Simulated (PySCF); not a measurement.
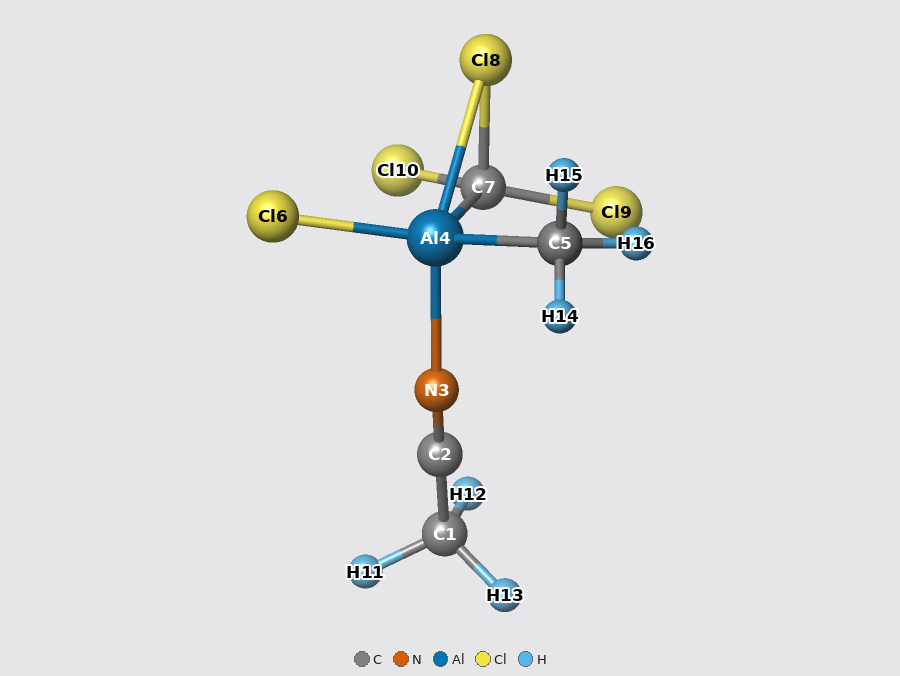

Computed geometry: GFN2-xTB optimisation. No frequency run is at hand to confirm it as a minimum. Electric field gradients from the ground-state density, PBE0/pcSseg-1 (PySCF 2.14.0), non-relativistic apart from any core potentials.

Give the largest field-gradient component, the quadrupole coupling constant and the asymmetry for 14N at N3 (Q = 20.44 mb), 27Al at Al4 (Q = 146.6 mb), 35Cl at Cl6 (Q = −81.7 mb), 35Cl at Cl8 (Q = −81.7 mb), 35Cl at Cl9 (Q = −81.7 mb), 35Cl at Cl10 (Q = −81.7 mb), 2H at H11 (Q = 2.86 mb), 2H at H12 (Q = 2.86 mb).

| atom | V_zz (a.u.) | e²qQ/h (MHz) | η |
| --- | --- | --- | --- |
| N3 | −0.577 | −2.77 | 0.01 |
| Al4 | −0.738 | −25.4 | 0.88 |
| Cl6 | 1.225 | −23.5 | 0.06 |
| Cl8 | 3.386 | −65.0 | 0.22 |
| Cl9 | 3.974 | −76.3 | 0.04 |
| Cl10 | 4.063 | −78.0 | 0.05 |
| H11 | 0.302 | 0.203 | 0.05 |
| H12 | 0.299 | 0.201 | 0.05 |

The geometry is semi-empirical. Around Al such bond lengths and angles can be off by a tenth of an ångström or more and by several degrees, and values that hang on the shape move with them.
